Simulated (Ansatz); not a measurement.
## Fields on a plane of Sr (fcc, Cu type)

```
CELL_PARAMETERS angstrom
      0.00000     3.04995     3.04995
      3.04995     0.00000     3.04995
      3.04995     3.04995     0.00000
ATOMIC_POSITIONS crystal
  Sr 0.00000 0.00000 0.00000
```

The slice is a {111} plane (indices of the conventional cell) through the point (0.000, 0.000, 0.000) (fractional), spanned by u = [100] and v = [-1 2 0] in vectors of this cell: u (4.31 Å) and v (7.47 Å, at 90° to u). It covers one period; positions are fractions (u, v).

Atoms on it: Sr at (0.00, 0.00); Sr at (0.50, 0.50).

The numbers are results of r2SCAN (plane waves to 500 eV, PAW, scalar-relativistic; Ansatz, a quantum-chemistry and plane-wave program), not measurements. k mesh 13×13×13. Near the nuclei the fields are pseudised (PAW); where an atom keeps semicore shells as valence, they peak there. Sr was relaxed with its symmetry unable to fall.

| v \ u | 0.00 | 0.12 | 0.25 | 0.38 | 0.50 | 0.62 | 0.75 | 0.88 |
|---|---|---|---|---|---|---|---|---|
| 0.96 | x | 0.84 | 0.55 | 0.06 | 0.35 | 0.06 | 0.55 | 0.84 |
| 0.86 | 0.64 | 0.35 | 0.05 | 0.26 | 0.51 | 0.26 | 0.05 | 0.35 |
| 0.75 | 0.19 | 0.24 | 0.33 | 0.24 | 0.19 | 0.24 | 0.33 | 0.24 |
| 0.64 | 0.51 | 0.26 | 0.05 | 0.35 | 0.64 | 0.35 | 0.05 | 0.26 |
| 0.54 | 0.35 | 0.06 | 0.55 | 0.84 | x | 0.84 | 0.55 | 0.06 |
| 0.43 | 0.40 | 0.08 | 0.33 | 0.87 | 0.79 | 0.87 | 0.33 | 0.08 |
| 0.32 | 0.52 | 0.39 | 0.08 | 0.06 | 0.12 | 0.07 | 0.08 | 0.39 |
| 0.21 | 0.06 | 0.07 | 0.22 | 0.41 | 0.44 | 0.41 | 0.21 | 0.07 |
| 0.11 | 0.86 | 0.78 | 0.12 | 0.13 | 0.46 | 0.13 | 0.12 | 0.78 |
| 0.00 | x | 0.80 | 0.62 | 0.06 | 0.33 | 0.06 | 0.62 | 0.80 |

Values: electron localisation function (ELF). Points within 0.5 Å of a nucleus are blanked (x), as the pseudised field means little there.

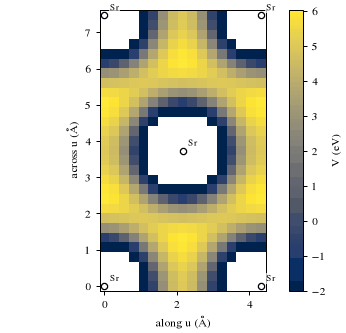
*Electrostatic potential energy of an electron, from the cell's mean, in eV, one period of the plane, atoms marked. Points within 1 Å of a nucleus are left white, as the pseudised field means little there. Values under -2 eV are set to -2. The zero, the cell's mean, hangs on the PAW cores.*

The density on the Sr–Sr line (4.31 Å) at its midpoint comes out as 0.04 e/Å³. The ELF at that point comes out as 0.33.
